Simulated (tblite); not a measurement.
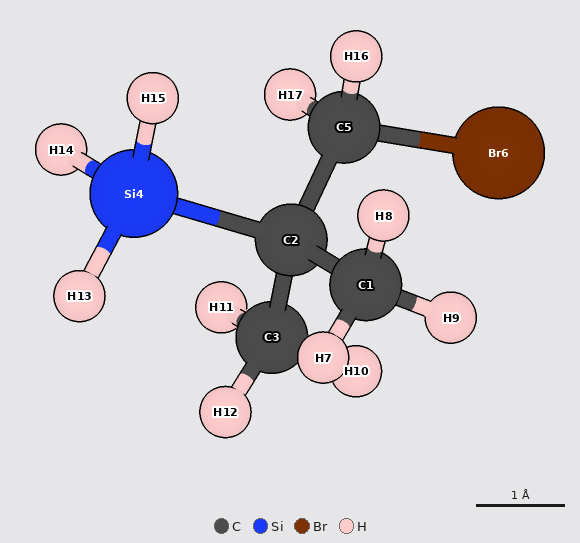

This is the input geometry for a relaxation of C₄H₁₁BrSi. Style: ball-and-stick. Shown at a tilt.

All numbers below come from GFN2-xTB geometry optimisation, gas phase (tblite 0.8.0).

```xyz
17

C     0.5688    1.4746   -0.1343
C    -0.0826    0.0780   -0.0269
C    -0.8483   -0.2570   -1.3085
Si    1.4013   -1.2673    0.1744
C    -0.9667   -0.0581    1.2492
Br   -2.4861    1.1702    1.2598
H     1.2785    1.5266   -0.9652
H     1.1023    1.7555    0.7874
H    -0.1877    2.2465   -0.3212
H    -1.6353    0.4925   -1.5137
H    -1.3503   -1.2339   -1.2496
H    -0.1974   -0.2761   -2.1829
H     2.2789   -1.1851   -0.9977
H     0.7865   -2.6203    0.2852
H     2.1459   -0.9422    1.4261
H    -0.4114    0.1608    2.1725
H    -1.4035   -1.0528    1.3356
```

Where does the relaxation end?

The energy falls by 14.7 kJ/mol in 41 geometry steps. The largest move after the best rigid fit is that of Br6, 0.097 Å. Largest moves by element: Br 0.097 Å, H 0.093 Å, C 0.060 Å, Si 0.039 Å. Among the contacts that change: C2–Si4 2.013 → 1.927 Å, C2–C5 1.558 → 1.514 Å, Si4–H14 1.490 → 1.463 Å, C5–Br6 1.954 → 1.972 Å. Bond angles that change, for instance: C3–C2–C5 112.5° → 110.2°, C1–C2–Si4 107.5° → 109.7°.

Step by step:

```tsv
step	E − E(0), kJ/mol
0	0.00
1	-5.38
2	-9.15
3	-10.61
4	-12.08
5	-12.77
6	-13.46
7	-13.83
8	-14.03
9	-14.16
10	-14.29
12	-14.45
13	-14.49
15	-14.55
17	-14.58
18	-14.58
20	-14.60
21	-14.61
23	-14.63
25	-14.65
26	-14.66
28	-14.67
30	-14.68
31	-14.68
33	-14.69
34	-14.69
36	-14.70
38	-14.70
39	-14.70
41	-14.71
```

The structure at the end:

```xyz
17

C     0.5586    1.4485   -0.1212
C    -0.0413    0.0469   -0.0190
C    -0.8407   -0.2625   -1.2839
Si    1.3696   -1.2486    0.1877
C    -0.9341   -0.0511    1.1999
Br   -2.4519    1.2071    1.1764
H     1.2320    1.5155   -0.9731
H     1.1196    1.7012    0.7778
H    -0.2257    2.1944   -0.2537
H    -1.6353    0.4705   -1.4264
H    -1.2959   -1.2505   -1.2275
H    -0.1966   -0.2336   -2.1600
H     2.2316   -1.1541   -0.9870
H     0.7731   -2.5807    0.2878
H     2.1169   -0.9392    1.4067
H    -0.3950    0.1836    2.1169
H    -1.3921   -1.0354    1.2887
```

The end point in the same view:

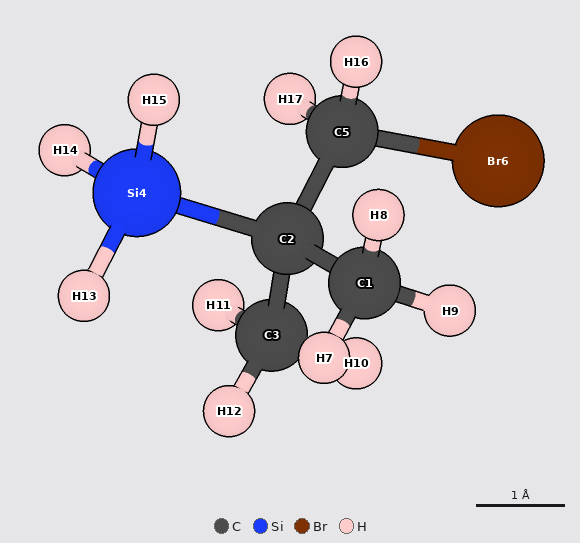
